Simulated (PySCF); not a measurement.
Run report: AlCl4 (charge −1), excited-state calculation

AlCl4, charge −1, SMILES [Cl][Al-]([Cl])([Cl])[Cl], computed with TDDFT (TPSSh)/def2-SVP, RKS (PySCF 2.14.0).

The geometry comes from this level: PBE0-D4/def2-TZVPD.

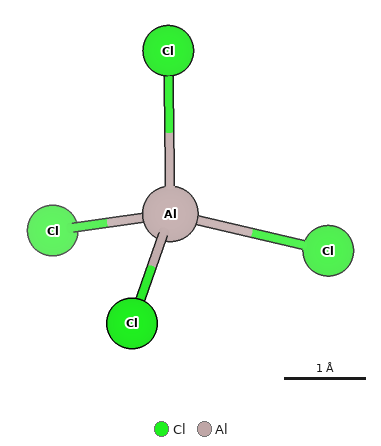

Figure 1. The input geometry (ball-and-stick view, seen at a tilt). Sticks mark near contacts. Bond lengths as drawn: Al–Cl 2.16 Å.

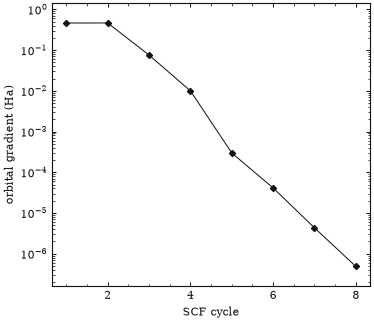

Figure 2. Convergence of the self-consistent field: orbital gradient against the SCF cycle. The residual falls almost steadily, with no more than small rises.

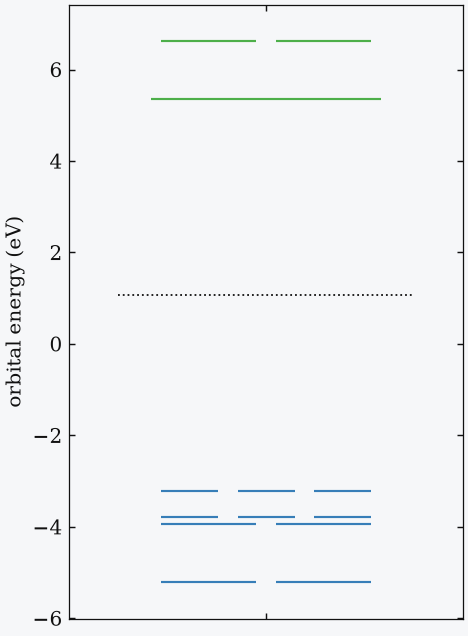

Figure 3. Orbital energies near the frontier; the dotted line parts filled from empty levels, and levels within 0.02 eV of each other stand side by side. Highest filled −3.22 eV, lowest empty 5.37 eV, 8.59 eV apart.

These pictures come from the run below.

## The input (run.py)
```python
from pyscf import gto, dft, tdscf

mol = gto.Mole()
mol.atom = [
    ('Cl', (-0.994100, -0.096200, 1.909900)),
    ('Al', (0.000000, 0.000000, 0.000000)),
    ('Cl', (1.675400, -1.355800, -0.006900)),
    ('Cl', (-1.381400, -0.557100, -1.557800)),
    ('Cl', (0.700000, 2.009000, -0.345200)),
]
mol.basis = 'def2-svp'
mol.charge = -1
mol.verbose = 4
mol.max_memory = 1860
mol.spin = 0
mol.build()

mf = dft.RKS(mol, xc='tpssh')
mf.conv_tol = 1e-10
mf.grids.level = 3
mf.kernel()
if not mf.converged:
    mf = mf.newton().run(mf.mo_coeff, mf.mo_occ)

e_final = mf.e_tot
print('Final energy', e_final)

td = tdscf.TDDFT(mf)
td.nstates = 3
td.kernel()
td.analyze()
roots = td.e * 27.211386
osc = td.oscillator_strength()
print('state   eV      nm      f')
for i, (w, f) in enumerate(zip(roots, osc), 1):
    print('%3d %9.4f %8.1f %9.5f' % (i, w, 1239.842 / w, f))
```

Run as:
```bash
OMP_NUM_THREADS=1 python run.py
```

## Log
```
PySCF version 2.14.0

[INPUT] num. atoms = 5
[INPUT] num. electrons = 82
[INPUT] charge = -1
[INPUT] spin (= nelec alpha-beta = 2S) = 0
[INPUT] symmetry False subgroup None
[INPUT] Mole.unit = angstrom
[INPUT] Symbol           X                Y                Z      unit          X                Y                Z       unit  Magmom
[INPUT]  1 Cl    -0.994100000000  -0.096200000000   1.909900000000 AA   -1.878576740430  -0.181791653183   3.609187925307 Bohr   0.0
[INPUT]  2 Al     0.000000000000   0.000000000000   0.000000000000 AA    0.000000000000   0.000000000000   0.000000000000 Bohr   0.0
[INPUT]  3 Cl     1.675400000000  -1.355800000000  -0.006900000000 AA    3.166047149096  -2.562090679685  -0.013039110259 Bohr   0.0
[INPUT]  4 Cl    -1.381400000000  -0.557100000000  -1.557800000000 AA   -2.610467668474  -1.052766423995  -2.943815356847 Bohr   0.0
[INPUT]  5 Cl     0.700000000000   2.009000000000  -0.345200000000 AA    1.322808287196   3.796459784251  -0.652333458200 Bohr   0.0

nuclear repulsion = 477.756388868976
number of shells = 40
number of NR pGTOs = 180
number of NR cGTOs = 90
basis = def2-svp
ecp = {}

******** <class 'pyscf.dft.rks.RKS'> ********
method = RKS
initial guess = minao
damping factor = 0
level_shift factor = 0
DIIS = <class 'pyscf.scf.diis.CDIIS'>
diis_start_cycle = 1
diis_space = 8
diis_damp = 0
SCF conv_tol = 1e-10
SCF conv_tol_grad = None
SCF max_cycles = 50
direct_scf = True
direct_scf_tol = 1e-13
XC library pyscf.dft.libxc version 7.0.0
    S. Lehtola, C. Steigemann, M. J.T. Oliveira, and M. A.L. Marques.,  SoftwareX 7, 1–5 (2018)
XC functionals = tpssh
radial grids:
    Treutler-Ahlrichs [JCP 102, 346 (1995); DOI:10.1063/1.469408] (M4) radial grids

becke partition: Becke, JCP 88, 2547 (1988); DOI:10.1063/1.454033
pruning grids: <function nwchem_prune>
grids dens level: 3
symmetrized grids: False
atomic radii adjust function: <function treutler_atomic_radii_adjust>
small_rho_cutoff = 0
Set gradient conv threshold to 1e-05
Initial guess from minao.
tot grids = 94704
init E= -2083.06013248368
  HOMO = -0.359257755721386  LUMO = -0.0290245349036493  gap/eV = 8.98610
cycle= 1 E= -2082.98512204509  delta_E= 0.075  |g|= 0.463  |ddm|= 2.34
  HOMO = -0.0803157227595124  LUMO = 0.205534448626394  gap/eV = 7.77838
cycle= 2 E= -2082.98486795055  delta_E= 0.000254  |g|= 0.465  |ddm|= 1.21
  HOMO = -0.112146792236201  LUMO = 0.206100339355651  gap/eV = 8.65995
cycle= 3 E= -2083.04023793506  delta_E= -0.0554  |g|= 0.0757  |ddm|= 0.653
  HOMO = -0.118440820724784  LUMO = 0.196480344598638  gap/eV = 8.56944
cycle= 4 E= -2083.04191979269  delta_E= -0.00168  |g|= 0.01  |ddm|= 0.0965
  HOMO = -0.118334919693648  LUMO = 0.197151252394043  gap/eV = 8.58482
cycle= 5 E= -2083.04194743706  delta_E= -2.76e-05  |g|= 0.000298  |ddm|= 0.0102
  HOMO = -0.1183005598806  LUMO = 0.197225110368392  gap/eV = 8.58589
cycle= 6 E= -2083.04194747198  delta_E= -3.49e-08  |g|= 4.12e-05  |ddm|= 0.000599
  HOMO = -0.118303092886763  LUMO = 0.197220265558665  gap/eV = 8.58583
cycle= 7 E= -2083.04194747252  delta_E= -5.38e-10  |g|= 4.31e-06  |ddm|= 6.74e-05
  HOMO = -0.118302662544945  LUMO = 0.197220643792536  gap/eV = 8.58583
cycle= 8 E= -2083.04194747252  delta_E= -4.55e-12  |g|= 4.86e-07  |ddm|= 5.32e-06
  HOMO = -0.118302641516503  LUMO = 0.197220619251681  gap/eV = 8.58583
Extra cycle  E= -2083.04194747252  delta_E= -4.55e-12  |g|= 5.21e-07  |ddm|= 1.39e-06
converged SCF energy = -2083.04194747252
Final energy -2083.041947472525

******** <class 'pyscf.tdscf.rks.TDDFT'> for <class 'pyscf.dft.rks.RKS'> ********
nstates = 3 singlet
deg_eia_thresh = 1.000e-03
wfnsym = None
conv_tol = 1e-05
eigh lindep = 1e-12
eigh level_shift = 0
eigh max_cycle = 100

Excitation energies (eV)
[8.05728613 8.05733324 8.05735956]

** Singlet excitation energies and oscillator strengths **
      39 -> 42       -0.14012
      40 -> 42       -0.11693
      41 -> 42        0.68137
      39 -> 42        0.13215
      40 -> 42       -0.68693
      39 -> 42       -0.67858
      40 -> 42       -0.10963
      41 -> 42       -0.15836

** Transition electric dipole moments (AU) **
state          X           Y           Z        Dip. S.      Osc.
  1         0.0000     -0.0000     -0.0001      0.0000      0.0000
  2        -0.0001      0.0000      0.0000      0.0000      0.0000
  3        -0.0000      0.0000      0.0001      0.0000      0.0000

** Transition velocity dipole moments (imaginary part, AU) **
state          X           Y           Z        Dip. S.      Osc.
  1         0.0000     -0.0000     -0.0000      0.0000      0.0000
  2        -0.0000     -0.0000      0.0000      0.0000      0.0000
  3        -0.0000      0.0000      0.0000      0.0000      0.0000

** Transition magnetic dipole moments (imaginary part, AU) **
state          X           Y           Z
  1         0.2969      0.7155     -0.4970
  2         0.2669     -0.5745     -0.6677
  3        -0.8293      0.0714     -0.3928
state   eV      nm      f
  1    8.0573    153.9   0.00000
  2    8.0573    153.9   0.00000
  3    8.0574    153.9   0.00000
```

## Summary

| quantity | value |
| --- | --- |
| outcome | converged |
| total energy | −2083.041947 hartree |
| basis functions | 90 |
| HOMO | −3.22 eV |
| LUMO | 5.37 eV |
| lowest excitation | 8.06 eV |
| hardware | 1 thread of Arm Neoverse V1, 24 GiB of memory available, shared host |
| wall time | 4.9 min |
| peak memory | 0.71 GiB |

## Remarks

The record of the run, not the program, notes: dipole of an ion depends on the origin.
